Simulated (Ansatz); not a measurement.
The starting structures come from a database of crystals and need not be the phases stable at ambient conditions.

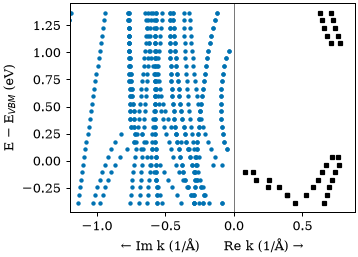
Complex bands at the centre of the two-dimensional zone; r2SCAN in Ansatz (a quantum-chemistry and plane-wave program)

The gap is the functional's own. No spin-orbit coupling. Mid-gap values are those at the computed energy nearest the middle.

**Question.** This is LaBiS2O (P4/nmm, 10 atoms a cell, 22.5 Å³ an atom) along the normal of (100). Read off the slowest decay at the centre of the two-dimensional zone at 0.53 eV, the computed energy nearest the middle of the gap.

**Answer.** κ ≈ 0.10 1/Å, a decay length 1/(2κ) of the density of 5.1 Å.
